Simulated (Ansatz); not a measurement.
# CH6FGaSi: single points with varied inputs

How do the results and run time of CH6FGaSi respond when the settings are drawn wide?

Computed with Ansatz 0.2.0, Gaussian basis. Level: the settings change from run to run.

## (1) The relaxed structure

An earlier PBE0-D4 in a triple-zeta def2 set relaxation fixed the geometry.

SMILES `F[CH2][GaH][SiH3]`, 10 atoms, charge 0, spin multiplicity 1.

Atoms are counted from 1 here; the program's logs count them from 0.

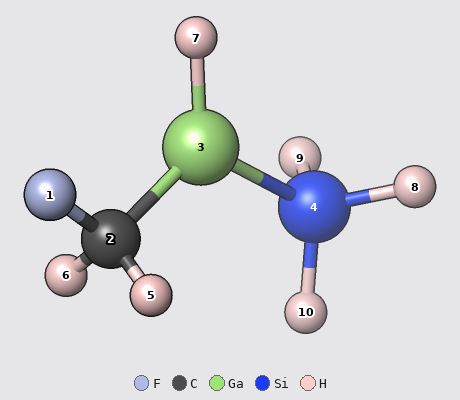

The geometry (fluorine light blue, carbon dark grey, gallium green, silicon blue, hydrogen pink); atoms are numbered from 1 in the order of the file.

## (2) B2PLYP/def2-mTZVP

Set apart from the defaults: charge +1, multiplicity 2, high accuracy, the search for lower states set to light.

in.yaml

```yaml
crystal:
  periodic: [false, false, false]
  atoms:
    - {symbol: F, position_ang: [-1.034014, 2.328750, -1.706229]}
    - {symbol: C, position_ang: [-1.117658, 1.285738, -0.791161]}
    - {symbol: Ga, position_ang: [0.624982, 0.365560, -0.496603]}
    - {symbol: Si, position_ang: [0.740107, -1.479880, 1.061673]}
    - {symbol: H, position_ang: [-1.501438, 1.691229, 0.153356]}
    - {symbol: H, position_ang: [-1.869958, 0.574023, -1.153731]}
    - {symbol: H, position_ang: [1.891411, 0.859072, -1.283378]}
    - {symbol: H, position_ang: [1.699937, -1.169759, 2.159268]}
    - {symbol: H, position_ang: [1.225358, -2.710653, 0.375014]}
    - {symbol: H, position_ang: [-0.575628, -1.795379, 1.684591]}
basis:
  gaussian: {orbitals: def2-mTZVP}
total_charge: 1
magnetization: {spin_polarized: true, initial_magnetization: 1}
hamiltonian: {xc: {name: B2PLYP}}
accuracy: high
scf: {lower_state_search: light}
```

Run with:

```console
ansatz run in.yaml --threads 4 --pin off --events-out ev --progress --plain --max-ram 10444MiB
```

The program printed:

```text
Functional definition: B2PLYP
  name "B2PLYP"
  cite "Grimme, J. Chem. Phys. 124, 034108 (2006) doi:10.1063/1.2148954"
  cite "Becke, Phys. Rev. A 38, 3098 (1988) doi:10.1103/PhysRevA.38.3098"
  cite "Lee, Yang & Parr, Phys. Rev. B 37, 785 (1988) doi:10.1103/PhysRevB.37.785"
  parameter a = 0.53
  parameter c = 0.27
  exchange = (1 - a)*b88_x + a*exact_x
  correlation = (1 - c)*lyp_c + c*(mp2_os + mp2_ss)
2316 factors; integrals over basis functions are off by at most 1.6e-8 eV
mean field evaluation 1: about -64067.5721 eV, gradient 4.4e1 eV
mean field evaluation 2: about -64067.6240 eV, gradient 4.4e1 eV
mean field evaluation 4: about -64074.7156 eV, gradient 1.3e1 eV
mean field evaluation 8: about -64075.5212 eV, gradient 8.8e-1 eV
mean field evaluation 16: about -64075.6049 eV, gradient 1.2e-1 eV
mean field evaluation 32: about -64075.6056 eV, gradient 4.1e-6 eV
mean field -64075.60556372 eV, -2354.7350724612 hartree, gradient 3.5e-8 eV, S^2 0.772074; 3 other end points of the search recorded, 0 dependent functions left out
16 core orbitals not correlated: weight in the atoms' cores, before any rotation towards them, 1.000 or more for the frozen orbitals, at most 0.000 for the correlated occupied ones
reference -64075.60559516 eV, -2354.7350736166 hartree; 17, 16 occupied and 81, 82 virtual orbitals, 2316 factors
second order -19.94577341 eV of doubles, -0.00000000 eV of singles
Total energy: -64080.99095398 eV, -2354.9329819029 hartree
```

Run time: 11 s. Hardware: 4 threads of Arm Neoverse V1, shared host; peak memory 0.72 GiB.

⟨S²⟩ 0.772.

## (3) r2SCANh/cc-pVTZ

Options: finite nuclei, D3(BJ) dispersion, relativity set to none.

in.yaml: that of step 2 with these lines changed.

```diff
@@ -14,7 +14,3 @@
 basis:
-  gaussian: {orbitals: def2-mTZVP}
-total_charge: 1
-magnetization: {spin_polarized: true, initial_magnetization: 1}
-hamiltonian: {xc: {name: B2PLYP}}
-accuracy: high
-scf: {lower_state_search: light}
+  gaussian: {orbitals: cc-pVTZ, nuclear_model: gaussian}
+hamiltonian: {xc: {name: r2SCANh}, dispersion: d3bj, pseudopotentials: {relativity: none}}
```

Same command.

The program printed, shortened:

```text
Warning: the engine holds no damping parameters fitted to this dispersion correction and functional, so the run takes those fitted to r2scanh beside the three-body term, which d3bj leaves out (hamiltonian.dispersion, under Limitations)
Functional definition: r2SCANh
  name "r2SCANh"
  cite "Bursch, Neugebauer, Ehlert & Grimme, J. Chem. Phys. 156, 134105 (2022) doi:10.1063/5.0086040"
  cite "Furness, Kaplan, Ning, Perdew & Sun, J. Phys. Chem. Lett. 11, 8208 (2020) doi:10.1021/acs.jpclett.0c02405"
  cite "Furness, Kaplan, Ning, Perdew & Sun, J. Phys. Chem. Lett. 11, 9248 (2020) doi:10.1021/acs.jpclett.0c03077"
  parent r2scan
[...]
1316 factors; their error is unknown
[...]
mean field -64105.58868934 eV, -2355.8369320044 hartree, gradient 3.5e-5 eV, S^2 0.000000; 0 other end points of the search recorded, 0 dependent functions left out
reference -64105.58870250 eV, -2355.8369324882 hartree; 33, 33 occupied and 188, 188 virtual orbitals, 1316 factors
Total energy: -64105.64211886 eV, -2355.8388955031 hartree
```

Run time: 4 s. Hardware: 4 threads of Arm Neoverse V1, shared host.

## (4) B97/def2-TZVPD

Options: multiplicity 3, relativity set to none.

in.yaml: that of step 3 with these lines changed.

```diff
@@ -14,3 +14,5 @@
 basis:
-  gaussian: {orbitals: cc-pVTZ, nuclear_model: gaussian}
-hamiltonian: {xc: {name: r2SCANh}, dispersion: d3bj, pseudopotentials: {relativity: none}}
+  gaussian: {orbitals: def2-TZVPD}
+magnetization: {spin_polarized: true, initial_magnetization: 2}
+hamiltonian: {xc: {name: B97}, pseudopotentials: {relativity: none}}
+output: {forces: true}
```

Launched as before.

The program printed, shortened:

```text
Functional definition: B97
  name "B97"
  cite "Becke, J. Chem. Phys. 107, 8554 (1997) doi:10.1063/1.475007"
[...]
      + integral(e_c_pw_opposite_spin*poly(b97_u_opposite, cos0, cos1, cos2))
1385 factors; their error is unknown
[...]
mean field -64099.97682523 eV, -2355.6306998023 hartree, gradient 5.5e-5 eV, S^2 2.005198; 2 other end points of the search recorded, 0 dependent functions left out
[...]
reference -64099.97687099 eV, -2355.6307014840 hartree; 34, 32 occupied and 194, 196 virtual orbitals, 1385 factors
Total energy: -64099.97687099 eV, -2355.6307014840 hartree
Atom 0 at    -1.034014     2.328750    -1.706229 Å, force     0.568108    -0.595090     0.348501 eV/Å
Atom 1 at    -1.117658     1.285738    -0.791161 Å, force    -2.351723     0.365337     0.354165 eV/Å
Atom 2 at     0.624982     0.365560    -0.496603 Å, force     1.179169     0.666879    -0.919598 eV/Å
Atom 3 at     0.740107    -1.479880     1.061673 Å, force    -0.146841    -0.771125     0.712969 eV/Å
Atom 4 at    -1.501438     1.691229     0.153356 Å, force     0.250629     0.133467    -0.050210 eV/Å
Atom 5 at    -1.869958     0.574023    -1.153731 Å, force     0.210643     0.006559    -0.199201 eV/Å
Atom 6 at     1.891411     0.859072    -1.283378 Å, force     0.188001    -0.289268     0.194974 eV/Å
Atom 7 at     1.699937    -1.169759     2.159268 Å, force     0.100184     0.126571    -0.081040 eV/Å
Atom 8 at     1.225358    -2.710653     0.375014 Å, force     0.085103     0.084631    -0.150649 eV/Å
Atom 9 at    -0.575628    -1.795379     1.684591 Å, force    -0.083274     0.272038    -0.209911 eV/Å
Dipole moment:    -0.269146    -0.349345     0.377646 e Å
```

Wall time 19 s (4 threads of Arm Neoverse V1, shared host); peak memory 0.98 GiB.

Largest force 2.406 eV/Å, dipole 2.79 D, ⟨S²⟩ 2.005.

## (5) wB97X/cc-pVDZ

This run has the search for lower states set to off.

in.yaml: that of step 4 with these lines changed.

```diff
@@ -14,5 +14,4 @@
 basis:
-  gaussian: {orbitals: def2-TZVPD}
-magnetization: {spin_polarized: true, initial_magnetization: 2}
-hamiltonian: {xc: {name: B97}, pseudopotentials: {relativity: none}}
-output: {forces: true}
+  gaussian: {orbitals: cc-pVDZ}
+hamiltonian: {xc: {name: wB97X}}
+scf: {lower_state_search: off}
```

The command is unchanged.

The program printed, shortened:

```text
Functional definition: wB97X
  name "wB97X"
  cite "Chai & Head-Gordon, J. Chem. Phys. 128, 084106 (2008) doi:10.1063/1.2834918"
  cite "Becke, J. Chem. Phys. 107, 8554 (1997) doi:10.1063/1.475007"
[...]
  # The coefficients of nought are those of the uniform gas.
[...]
      + exact_x_lr(omega)
[...]
      + integral(e_c_pw_opposite_spin*poly(b97_u_opposite, 1, cos1, cos2, cos3, cos4))
[...]
1022 factors; integrals over basis functions are off by at most 9.8e-4 eV
325 factors; integrals over basis functions are off by at most 6.6e-6 eV
[...]
mean field -64105.77138729 eV, -2355.8436460305 hartree, gradient 7.1e-6 eV, S^2 0.000000; 0 other end points of the search recorded, 0 dependent functions left out
reference -64105.77135106 eV, -2355.8436446991 hartree; 33, 33 occupied and 70, 70 virtual orbitals, 1022 factors
Total energy: -64105.77135106 eV, -2355.8436446991 hartree
Checks for a lower state left out: stability, starts, cluster_reference, orbital_swaps, neighbouring_geometries, increment
```

Wall time 2 s (4 threads of Arm Neoverse V1, shared host).

## (6) HSE06/x2c-TZVPPall

Options: relativity set to scalar.

in.yaml: that of step 5 with these lines changed.

```diff
@@ -14,4 +14,4 @@
 basis:
-  gaussian: {orbitals: cc-pVDZ}
-hamiltonian: {xc: {name: wB97X}}
-scf: {lower_state_search: off}
+  gaussian: {orbitals: x2c-TZVPPall}
+hamiltonian: {xc: {name: HSE06}, pseudopotentials: {relativity: scalar}}
+output: {forces: true}
```

Launched as before.

The program printed, shortened:

```text
Functional definition: HSE06
  name "HSE06"
  cite "Heyd, Scuseria & Ernzerhof, J. Chem. Phys. 118, 8207 (2003) doi:10.1063/1.1564060"
  cite "Krukau, Vydrov, Izmaylov & Scuseria, J. Chem. Phys. 125, 224106 (2006) doi:10.1063/1.2404663"
  cite "Heyd & Scuseria, J. Chem. Phys. 120, 7274 (2004) doi:10.1063/1.1668634"
  cite "Ernzerhof & Perdew, J. Chem. Phys. 109, 3313 (1998) doi:10.1063/1.476928"
  cite "Perdew, Burke & Ernzerhof, Phys. Rev. Lett. 77, 3865 (1996) doi:10.1103/PhysRevLett.77.3865"
  parent pbe
[...]
  # The whole range is PBE's own exchange, as in plane waves. The composition of these papers is wPBEh.
[...]
1397 factors; their error is unknown
121 factors; integrals over basis functions are off by at most 8.3e-7 eV
[...]
Relativity: scalar
Atom 0 at    -1.034014     2.328750    -1.706229 Å, force     0.000955    -0.032422     0.027097 eV/Å
Atom 1 at    -1.117658     1.285738    -0.791161 Å, force     0.032970    -0.002709    -0.007810 eV/Å
Atom 2 at     0.624982     0.365560    -0.496603 Å, force     0.023467     0.027112    -0.030548 eV/Å
Atom 3 at     0.740107    -1.479880     1.061673 Å, force     0.003810     0.035454    -0.031566 eV/Å
Atom 4 at    -1.501438     1.691229     0.153356 Å, force     0.025370    -0.010935    -0.020018 eV/Å
Atom 5 at    -1.869958     0.574023    -1.153731 Å, force     0.032935     0.010382     0.005251 eV/Å
Atom 6 at     1.891411     0.859072    -1.283378 Å, force    -0.118242    -0.042279     0.070699 eV/Å
Atom 7 at     1.699937    -1.169759     2.159268 Å, force    -0.009529    -0.001533    -0.011856 eV/Å
Atom 8 at     1.225358    -2.710653     0.375014 Å, force    -0.004975     0.013453     0.005219 eV/Å
Atom 9 at    -0.575628    -1.795379     1.684591 Å, force     0.013238     0.003477    -0.006469 eV/Å
Dipole moment:    -0.064525    -0.199542     0.187938 e Å
```

It took 4.6 s on 4 threads of Arm Neoverse V1, shared host; peak memory 0.71 GiB.

Largest force 0.144 eV/Å, dipole 1.35 D.

## (7) PBE/def2-mTZVP

This run has relativity set to none.

in.yaml: that of step 6 with these lines changed.

```diff
@@ -14,4 +14,3 @@
 basis:
-  gaussian: {orbitals: x2c-TZVPPall}
-hamiltonian: {xc: {name: HSE06}, pseudopotentials: {relativity: scalar}}
-output: {forces: true}
+  gaussian: {orbitals: def2-mTZVP}
+hamiltonian: {xc: {name: PBE}, pseudopotentials: {relativity: none}}
```

Launched as before.

The program printed:

```text
Functional definition: PBE
  name "PBE"
  cite "Perdew, Burke & Ernzerhof, Phys. Rev. Lett. 77, 3865 (1996) doi:10.1103/PhysRevLett.77.3865"
  parent pbe
  parameter kappa = 0.804
  parameter beta = 0.06672455060314922
  exchange = pbe_x(kappa = kappa, mu = beta*pi^2/3)
  correlation = pbe_c(beta = beta)
1180 factors; their error is unknown
mean field evaluation 1: about -64084.8737 eV, gradient 6.0e1 eV
mean field evaluation 2: about -64072.4511 eV, gradient 9.7e1 eV
mean field evaluation 4: about -64091.5000 eV, gradient 6.7e0 eV
mean field evaluation 8: about -64091.5809 eV, gradient 1.7e-1 eV
mean field evaluation 16: about -64091.5424 eV, gradient 2.4e-4 eV
mean field -64091.54240038 eV, -2355.3207404061 hartree, gradient 5.2e-5 eV, S^2 0.000000; 0 other end points of the search recorded, 0 dependent functions left out
reference -64091.54244789 eV, -2355.3207421522 hartree; 33, 33 occupied and 81, 81 virtual orbitals, 1180 factors
Total energy: -64091.54244789 eV, -2355.3207421522 hartree
```

Wall time 0.95 s (4 threads of Arm Neoverse V1, shared host).

## (8) B97M-V/pcseg-2

in.yaml: that of step 7 with these lines changed.

```diff
@@ -14,3 +14,4 @@
 basis:
-  gaussian: {orbitals: def2-mTZVP}
-hamiltonian: {xc: {name: PBE}, pseudopotentials: {relativity: none}}
+  gaussian: {orbitals: pcseg-2}
+hamiltonian: {xc: {name: B97M-V}}
+output: {forces: true}
```

Launched as before.

The program printed, shortened:

```text
Functional definition: B97M-V
  name "B97M-V"
  cite "Mardirossian & Head-Gordon, J. Chem. Phys. 142, 074111 (2015) doi:10.1063/1.4907719"
  cite "Becke, J. Chem. Phys. 107, 8554 (1997) doi:10.1063/1.475007"
  cite "Vydrov & Van Voorhis, J. Chem. Phys. 133, 244103 (2010) doi:10.1063/1.3521275"
  # Of w^i u^j: cxij and so on, Table III.
[...]
  gx(w, u) = cx00 + cx01*u + cx02*u^2 + (cx10 + cx11*u)*w
  gss(w, u) = css00 + css02*u^2 + css10*w + (css32*w^3 + css42*w^4)*u^2
  gos(w, u) = cos00 + cos01*u + cos03*u^3 + cos10*w + cos32*w^3*u^2
[...]
      + integral(e_c_pw_mod_opposite_spin*gos(b97_w_opposite, b97_u_opposite)) + vv10(b, c)
1263 factors; their error is unknown
[...]
mean field -64095.84336416 eV, -2355.4787979097 hartree, gradient 6.7e-5 eV, S^2 0.000000; 0 other end points of the search recorded, 0 dependent functions left out
[...]
Atom 0 at    -1.034014     2.328750    -1.706229 Å, force    -0.016449     0.067326    -0.053276 eV/Å
Atom 1 at    -1.117658     1.285738    -0.791161 Å, force    -0.140520    -0.136496     0.155655 eV/Å
Atom 2 at     0.624982     0.365560    -0.496603 Å, force     0.000197    -0.007930     0.006357 eV/Å
Atom 3 at     0.740107    -1.479880     1.061673 Å, force    -0.000353    -0.025673     0.021037 eV/Å
Atom 4 at    -1.501438     1.691229     0.153356 Å, force     0.044256    -0.076222    -0.190193 eV/Å
Atom 5 at    -1.869958     0.574023    -1.153731 Å, force     0.120543     0.153326     0.078908 eV/Å
Atom 6 at     1.891411     0.859072    -1.283378 Å, force    -0.012619     0.000680     0.003640 eV/Å
Atom 7 at     1.699937    -1.169759     2.159268 Å, force    -0.050671    -0.032095    -0.048369 eV/Å
Atom 8 at     1.225358    -2.710653     0.375014 Å, force    -0.024633     0.053418     0.050518 eV/Å
Atom 9 at    -0.575628    -1.795379     1.684591 Å, force     0.080248     0.003666    -0.024276 eV/Å
Dipole moment:    -0.079204    -0.179322     0.174642 e Å
```

Wall time 9.5 s (4 threads of Arm Neoverse V1, shared host).

Largest force 0.250 eV/Å, dipole 1.26 D.

## (9) revPBE0/def2-TZVPP

This run has atoms shaken by 0.15 Å, D4 dispersion, high accuracy.

in.yaml

```yaml
crystal:
  periodic: [false, false, false]
  atoms:
    - {symbol: F, position_ang: [-0.881694, 2.394971, -1.423485]}
    - {symbol: C, position_ang: [-1.187126, 1.211470, -0.655059]}
    - {symbol: Ga, position_ang: [0.711564, 0.390192, -0.618652]}
    - {symbol: Si, position_ang: [0.830854, -1.179546, 0.967661]}
    - {symbol: H, position_ang: [-1.447357, 1.604871, 0.060904]}
    - {symbol: H, position_ang: [-1.698579, 0.325220, -1.017798]}
    - {symbol: H, position_ang: [1.842410, 0.886772, -1.335692]}
    - {symbol: H, position_ang: [1.914783, -1.302864, 2.170744]}
    - {symbol: H, position_ang: [1.300681, -2.434492, 0.309294]}
    - {symbol: H, position_ang: [-0.724381, -1.633180, 2.004697]}
basis:
  gaussian: {orbitals: def2-TZVPP}
hamiltonian: {xc: {name: revPBE0}, dispersion: d4}
accuracy: high
```

Launched as before.

The program printed, shortened:

```text
Functional definition: revPBE0
  name "revPBE0"
  cite "Zhang & Yang, Phys. Rev. Lett. 80, 890 (1998) doi:10.1103/PhysRevLett.80.890"
  cite "Adamo & Barone, J. Chem. Phys. 110, 6158 (1999) doi:10.1063/1.478522"
  cite "Perdew, Burke & Ernzerhof, Phys. Rev. Lett. 77, 3865 (1996) doi:10.1103/PhysRevLett.77.3865"
[...]
4075 factors; integrals over basis functions are off by at most 5.2e-8 eV
[...]
mean field -64097.56292689 eV, -2355.5419906746 hartree, gradient 4.9e-8 eV, S^2 0.000000; 0 other end points of the search recorded, 0 dependent functions left out
reference -64097.56293097 eV, -2355.5419908245 hartree; 33, 33 occupied and 203, 203 virtual orbitals, 4075 factors
Total energy: -64098.07421115 eV, -2355.5607800247 hartree
```

It took 14 s on 4 threads of Arm Neoverse V1, shared host; peak memory 1.5 GiB.

## (10) rPW86-PBE/aug-cc-pVDZ

Options: D3(BJ) dispersion.

in.yaml

```yaml
crystal:
  periodic: [false, false, false]
  atoms:
    - {symbol: F, position_ang: [-1.034014, 2.328750, -1.706229]}
    - {symbol: C, position_ang: [-1.117658, 1.285738, -0.791161]}
    - {symbol: Ga, position_ang: [0.624982, 0.365560, -0.496603]}
    - {symbol: Si, position_ang: [0.740107, -1.479880, 1.061673]}
    - {symbol: H, position_ang: [-1.501438, 1.691229, 0.153356]}
    - {symbol: H, position_ang: [-1.869958, 0.574023, -1.153731]}
    - {symbol: H, position_ang: [1.891411, 0.859072, -1.283378]}
    - {symbol: H, position_ang: [1.699937, -1.169759, 2.159268]}
    - {symbol: H, position_ang: [1.225358, -2.710653, 0.375014]}
    - {symbol: H, position_ang: [-0.575628, -1.795379, 1.684591]}
basis:
  gaussian: {orbitals: aug-cc-pVDZ}
hamiltonian: {xc: {name: rPW86-PBE}, dispersion: d3bj}
```

The command is unchanged.

The program printed:

```text
Functional definition: rPW86-PBE
  name "rPW86-PBE"
  cite "Murray, Lee & Langreth, J. Chem. Theory Comput. 5, 2754 (2009) doi:10.1021/ct900365q"
  cite "Perdew, Burke & Ernzerhof, Phys. Rev. Lett. 77, 3865 (1996) doi:10.1103/PhysRevLett.77.3865"
  parent pbe
  exchange = rpw86_x
  correlation = pbe_c
1577 factors; their error is unknown
mean field evaluation 1: about -64135.2653 eV, gradient 5.5e1 eV
mean field evaluation 2: about -64122.7339 eV, gradient 8.3e1 eV
mean field evaluation 4: about -64142.8687 eV, gradient 6.6e0 eV
mean field evaluation 8: about -64142.9666 eV, gradient 1.2e-1 eV
mean field evaluation 16: about -64142.9105 eV, gradient 9.4e-5 eV
mean field -64142.91046874 eV, -2357.2084820999 hartree, gradient 3.0e-5 eV, S^2 0.000000; 0 other end points of the search recorded, 0 dependent functions left out
reference -64142.91066455 eV, -2357.2084892960 hartree; 33, 33 occupied and 130, 130 virtual orbitals, 1577 factors
Total energy: -64143.08435962 eV, -2357.2148724719 hartree
```

Wall time 6 s (4 threads of Arm Neoverse V1, shared host).

## (11) The runs in one table

```
                level  charge  multiplicity  geometry  functions  energy (eV)    time
    B2PLYP/def2-mTZVP       1             2   relaxed        114   -64080.991    11 s
      r2SCANh/cc-pVTZ       0             1   relaxed        221   -64105.642     4 s
       B97/def2-TZVPD       0             3   relaxed        228   -64099.977    19 s
        wB97X/cc-pVDZ       0             1   relaxed        103   -64105.771     2 s
   HSE06/x2c-TZVPPall       0             1   relaxed        236   -64630.482   4.6 s
       PBE/def2-mTZVP       0             1   relaxed        114   -64091.542  0.95 s
       B97M-V/pcseg-2       0             1   relaxed        221   -64095.843   9.5 s
   revPBE0/def2-TZVPP       0             1    shaken        236   -64098.074    14 s
rPW86-PBE/aug-cc-pVDZ       0             1   relaxed        163   -64143.084     6 s
```

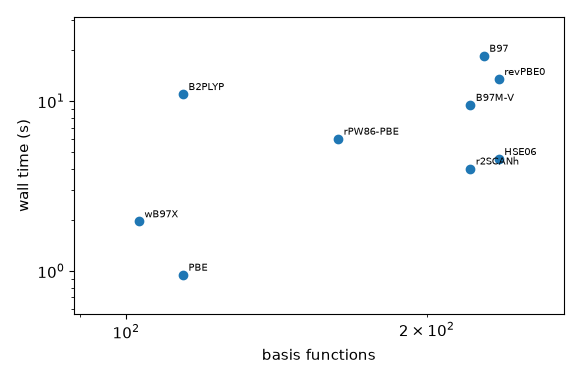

Wall time against the number of basis functions (shared host).

## (12) What came out

```
                                         quantity                   value
                                             runs                       9
                                         quickest  PBE/def2-mTZVP, 0.95 s
                                          slowest    B97/def2-TZVPD, 19 s
spread of total energies, same state and geometry                538.9 eV
                  dipole, same state and geometry          1.26 to 1.35 D
```

**Reading.** Run time spans a factor of 19, from PBE/def2-mTZVP to B97/def2-TZVPD. The jobs differ in tasks and options as well as level. Total energies at one charge and spin differ by 539 eV between levels, so only differences within one level mean anything. Some of these runs are scalar-relativistic and others not, which shifts the totals of all-electron atoms past neon by several eV an atom and more; core potentials, where a basis has them, take the core out of the total altogether. At the PBE0-D4/def2-TZVP geometry and in the same state, the sound runs without point charges leave forces up to 0.25 eV/Å (B97M-V/pcseg-2).
